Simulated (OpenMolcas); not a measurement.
# One shape, several levels: Si2H4OF2 (SMILES O[SiH](F)[SiH2]F)

We compute a comparison of 6 runs (HF/STO-3G, HF/3-21G, B2PLYP/def2-SVP, B3LYP/def2-SVP, TPSS/def2-SVP, CCSD(T)/def2-SVP) of Si2H4OF2. 

The results are computed with OpenMolcas 26.06.

1 further run of the same task is left out (set aside as unsound or not needed).

### 1 Starting point

The species is Si2H4OF2 (9 atoms), meant as a singlet with charge 0. SMILES: `O[SiH](F)[SiH2]F`. The coordinates come from a PBE0-D4/def2-TZVP relaxation. This is one conformer, not always the lowest.

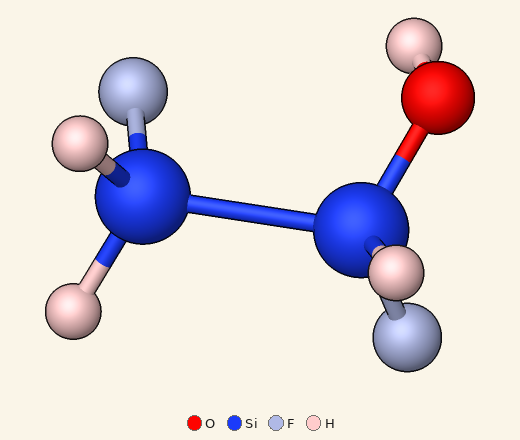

The structure, seen from a chosen angle (oxygen red, silicon blue, fluorine light blue, hydrogen pink).

### 2 Energy and forces at HF/STO-3G (run 1)

The input, calc.input:

```
>>> EXPORT MOLCAS_PRINT=2

&GATEWAY
  BasLib = $CurrDir
  Coord
  9
  angstrom
  O        0.844300       1.766700      -0.485000
  Si       0.969400       0.137800      -0.453100
  F        0.986700      -0.459700      -1.938500
  Si      -0.894000      -0.772400       0.668300
  F       -2.133900       0.202600       0.333800
  H       -0.014200       2.154900      -0.665100
  H        2.284600      -0.163900       0.153800
  H       -1.253000      -2.143900       0.226600
  H       -0.701500      -0.768300       2.142300
  Basis = STO-3G
  Group = NoSym

&SEWARD

&SCF
  Thresholds = 1e-10 1e-07 1e-07 1e-05
  PrOrbitals = 1 1

&ALASKA
```

The basis set STO-3G is read from a file made from the Basis Set Exchange's data (not shown).

Launch:

```sh
$ export MOLCAS_MEM=1860
$ pymolcas calc.input > calc.log
```

Output:

```text
--- Start Module: gateway ---
[...]
--- Stop Module: gateway /rc=_RC_ALL_IS_WELL_ ---
[...]
      Basis functions           37
[...]
--- Start Module: scf ---
[...]
       Convergence after  12 Iterations
[...]
::    Total SCF energy                               -843.5005959863
[...]
      Total spin, S                                     0.0000000000
[...]
      Total electronic charge=   58.000000
      Total            charge=   -0.000000
[...]
      Dipole Moment (debye):
      Origin of the operator (angstrom)=   -0.0514    0.0412   -0.2663
                   X= -2.2418E-01               Y= -8.1225E-01               Z=  8.5873E-01           Total=  1.2031E+00
      Quadrupole Moment (debye*angstrom):
[...]
 *              Molecular gradients               *
 **************************************************
  Irreducible representation: a
 ------------------------------------------------------------------------------------------
                              X                       Y                       Z
 ------------------------------------------------------------------------------------------
  O1               -3.59163075876765E-02   -1.94930001977127E-02   -3.60945461709217E-03
  SI2               6.96957572580281E-03    3.49896356870687E-02   -3.83304213858571E-02
  F3               -1.43877598972209E-03    1.04432400104493E-03    1.49426568902946E-02
  SI4              -3.25170549095706E-02    2.34645802298949E-02   -1.21607367732821E-02
  F5                1.53676369560394E-02   -8.71106747118766E-03    2.14261296558016E-03
  H6                2.60256972287811E-02    1.04946810306705E-03    6.33302494284016E-03
  H7                2.57495049203218E-02   -6.96248021172763E-03    9.90156131040720E-03
  H8               -8.44751024237178E-03   -2.74765649218374E-02   -9.80377440644076E-03
[...]
```

It took 2.9 s on 1 thread of AMD EPYC 7R43 (Zen 3), shared host; peak memory 0.37 GiB.

### 3 Energy and forces at HF/3-21G (run 2)

The input, input.xyz:

```xyz
9

O      0.844300     1.766700    -0.485000
Si     0.969400     0.137800    -0.453100
F      0.986700    -0.459700    -1.938500
Si    -0.894000    -0.772400     0.668300
F     -2.133900     0.202600     0.333800
H     -0.014200     2.154900    -0.665100
H      2.284600    -0.163900     0.153800
H     -1.253000    -2.143900     0.226600
H     -0.701500    -0.768300     2.142300
```

The input, job.inp:

```
&gateway
 baslib
 $CurrDir
 coord
 input.xyz
 basis
 3-21G
 group
 NoSym

&seward

&scf
 thresholds
 1e-10 1e-07 1e-07 1e-05
 prorbitals
 1 1

&alaska
```

The basis set 3-21G is read from a file made from the Basis Set Exchange's data (not shown).

Launch:

```sh
$ export MOLCAS_MEM=1860
$ pymolcas job.inp > job.log
```

Output:

```text
--- Start Module: gateway ---
[...]
--- Stop Module: gateway /rc=_RC_ALL_IS_WELL_ ---
[...]
      Basis functions           61
[...]
--- Start Module: scf ---
[...]
       Convergence after  12 Iterations
[...]
::    Total SCF energy                               -849.5081854390
[...]
      Total spin, S                                     0.0000000000
[...]
      Total electronic charge=   58.000000
      Total            charge=   -0.000000
[...]
      Dipole Moment (debye):
      Origin of the operator (angstrom)=   -0.0514    0.0412   -0.2663
                   X= -2.5632E-01               Y= -8.8881E-01               Z=  1.5370E+00           Total=  1.7939E+00
      Quadrupole Moment (debye*angstrom):
[...]
 *              Molecular gradients               *
 **************************************************
  Irreducible representation: a
 ------------------------------------------------------------------------------------------
                              X                       Y                       Z
 ------------------------------------------------------------------------------------------
  O1                9.85304647645169E-03   -1.55391908021905E-02    2.21363282149367E-03
  SI2              -1.61636808471481E-02    1.88617548314058E-02   -2.89616015818881E-02
  F3                2.44415614850535E-03    9.07169928732365E-03    2.46583285005393E-02
  SI4              -1.66128880770102E-02    1.96187427747123E-02   -8.11548982098032E-03
  F5                1.98729440189780E-02   -1.91387779796841E-02    7.52309554642883E-03
  H6                9.50076206585493E-04   -1.29845502726917E-02    8.71883820365849E-04
  H7                6.31720111612477E-03    1.32780878831085E-03   -5.24899761052744E-04
  H8               -3.89907609658224E-03   -1.66550311240599E-03   -7.28537034449417E-04
[...]
```

It took 4.2 s on 1 thread of AMD EPYC 7R43 (Zen 3), shared host; peak memory 0.4 GiB.

Runs 3 to 4 aren't shown in full; the table further down has their settings and results.

### 4 Energy and forces at TPSS/def2-SVP (run 5)

The input, calc.input:

```
&GATEWAY
BASLIB=$CurrDir
COORD
9
angstrom
O        0.844300       1.766700      -0.485000
Si       0.969400       0.137800      -0.453100
F        0.986700      -0.459700      -1.938500
Si      -0.894000      -0.772400       0.668300
F       -2.133900       0.202600       0.333800
H       -0.014200       2.154900      -0.665100
H        2.284600      -0.163900       0.153800
H       -1.253000      -2.143900       0.226600
H       -0.701500      -0.768300       2.142300
BASIS=def2-SVP
GROUP=NoSym
&SEWARD
GRIDINPUT
Grid=UltraFine
End of Grid
&SCF
KSDFT=2
1.0 MGGA_X_TPSS
1.0 MGGA_C_TPSS
THRESHOLDS=1e-10 1e-07 1e-07 1e-05
PRORBITALS=1 2
&ALASKA
```

The basis set def2-SVP is read from a file made from the Basis Set Exchange's data (not shown).

Launch:

```sh
$ export MOLCAS_MEM=1860
$ pymolcas calc.input > calc.log
```

Output:

```text
--- Start Module: gateway ---
[...]
--- Stop Module: gateway /rc=_RC_ALL_IS_WELL_ ---
[...]
      Basis functions           98
[...]
--- Start Module: scf ---
[...]
       Convergence after  14 Iterations
[...]
::    Total KS-DFT energy                            -856.1101730940
[...]
      Total spin, S                                     0.0000000000
[...]
      Total electronic charge=   58.000000
      Total            charge=   -0.000000
[...]
      Dipole Moment (debye):
      Origin of the operator (angstrom)=   -0.0514    0.0412   -0.2663
                   X= -3.3305E-01               Y=  5.9161E-03               Z=  7.8620E-01           Total=  8.5385E-01
      Quadrupole Moment (debye*angstrom):
[...]
 *              Molecular gradients               *
 **************************************************
  Irreducible representation: a
 ------------------------------------------------------------------------------------------
                              X                       Y                       Z
 ------------------------------------------------------------------------------------------
  O1               -9.70799873940908E-03   -1.52110404997998E-02   -2.62711271037475E-03
  SI2              -1.64322232411074E-03    9.49641237007404E-03   -2.27930654137651E-02
  F3                1.65177837388342E-04    1.03127300450598E-02    2.47452436334186E-02
  SI4              -1.70162858618682E-02    1.29505928655593E-02   -3.96718463610846E-03
  F5                1.82320851682896E-02   -1.51824747379230E-02    5.42937698963719E-03
  H6                1.16051055637341E-02   -5.19679826928821E-03    2.32950166570589E-03
  H7               -1.17474607664647E-03    2.00603711739911E-04   -1.11629500747279E-03
  H8                8.07593965488351E-05    2.21104692118335E-03    1.38429557559050E-04
[...]
```

It took 44 s on 1 thread of AMD EPYC 7R43 (Zen 3), shared host; peak memory 0.55 GiB.

### 5 The energy at CCSD(T)/def2-SVP (Cholesky decomposition) (run 6)

The input, calc.inp:

```
&gateway
baslib=$CurrDir
basisset
O.def2-SVP....
O1 0.844300 1.766700 -0.485000 angstrom
End of Basis
basisset
Si.def2-SVP....
Si2 0.969400 0.137800 -0.453100 angstrom
Si4 -0.894000 -0.772400 0.668300 angstrom
End of Basis
basisset
F.def2-SVP....
F3 0.986700 -0.459700 -1.938500 angstrom
F5 -2.133900 0.202600 0.333800 angstrom
End of Basis
basisset
H.def2-SVP....
H6 -0.014200 2.154900 -0.665100 angstrom
H7 2.284600 -0.163900 0.153800 angstrom
H8 -1.253000 -2.143900 0.226600 angstrom
H9 -0.701500 -0.768300 2.142300 angstrom
End of Basis
&seward
high
&scf
thresholds=1e-10 1e-07 1e-07 1e-05
prorbitals=1 2
&chcc
frozen=13
threshold=1e-08
maxiterations=80
&cht3
frozen=13
```

The basis set def2-SVP is read from a file made from the Basis Set Exchange's data (not shown).

Launch:

```sh
$ export MOLCAS_MEM=1860
$ pymolcas calc.inp > calc.log
```

Output:

```text
--- Start Module: gateway ---
[...]
--- Stop Module: gateway /rc=_RC_ALL_IS_WELL_ ---
[...]
      Basis functions           98
[...]
       Convergence after  13 Iterations
[...]
::    Total SCF energy                               -853.6842162528
[...]
      Total spin, S                                     0.0000000000
[...]
      Total electronic charge=   58.000000
      Total            charge=   -0.000000
[...]
      Dipole Moment (debye):
      Origin of the operator (angstrom)=   -0.0514    0.0412   -0.2663
                   X= -1.9094E-01               Y= -5.0566E-01               Z=  1.2849E+00           Total=  1.3940E+00
      Quadrupole Moment (debye*angstrom):
[...]
--- Start Module: chcc ---
[...]
--- Stop Module: chcc /rc=_RC_ALL_IS_WELL_ ---
[...]
--- Start Module: cht3 ---
[...]
--- Stop Module: cht3 /rc=_RC_ALL_IS_WELL_ ---
[...]
```

It took 3.6 min on 1 thread of AMD EPYC 7R43 (Zen 3), shared host; peak memory 0.16 GiB.

### 6 All runs side by side

| run | level | task | frozen core orbitals | energy (Eh) | dipole moment (D) of the reference | HOMO energy (eV) | LUMO energy (eV) | wall time |
| --- | --- | --- | --- | --- | --- | --- | --- | --- |
| 1 | HF/STO-3G | gradient | – | -843.500596 | 1.20 | -7.85 | 10.11 | 2.9 s |
| 2 | HF/3-21G | gradient | – | -849.508185 | 1.79 | -11.30 | 2.72 | 4.2 s |
| 3 | B2PLYP/def2-SVP | energy | 13 | -855.578594 | 1.18 | -9.36 | 0.53 | 26 s |
| 4 | B3LYP/def2-SVP | gradient | – | -856.084050 | 0.99 | -7.91 | -0.88 | 36 s |
| 5 | TPSS/def2-SVP | gradient | – | -856.110173 | 0.85 | -6.96 | -1.36 | 44 s |
| 6 | CCSD(T)/def2-SVP (Cholesky decomposition) | energy | 13 | -854.479081 | 1.39 | -11.39 | 2.62 | 3.6 min |

### 7 Outcome

```
                                           quantity          value
                                run 6: total energy  -854.47908 Eh
          run 6: dipole moment (mean-field density)         1.39 D
         run 6: HOMO energy (Hartree–Fock orbitals)      -11.39 eV
         run 6: LUMO energy (Hartree–Fock orbitals)        2.62 eV
       run 6: HOMO–LUMO gap (Hartree–Fock orbitals)       14.00 eV
run 6: correlation energy (13 core orbitals frozen)     -794.9 mEh
                              run 6: (T) correction     -14.09 mEh
```

What this shows: Over runs 1, 2, 3, 4, 5 the dipole moment (its size) runs from 0.85 D (TPSS/def2-SVP) to 1.79 D (HF/3-21G). The two ends differ in method and basis. Over runs 1, 2, 3, 4, 5 the HOMO–LUMO gap runs from 5.60 eV (TPSS/def2-SVP) to 17.96 eV (HF/STO-3G). For B2PLYP the log adds the whole second-order term; the table takes 0.27 of it, as the functional is defined. Totals of different functionals can't be ranked against each other. In run 1 the basis is minimal, so the values are rough. All runs together took 5.5 min, the longest 3.6 min.
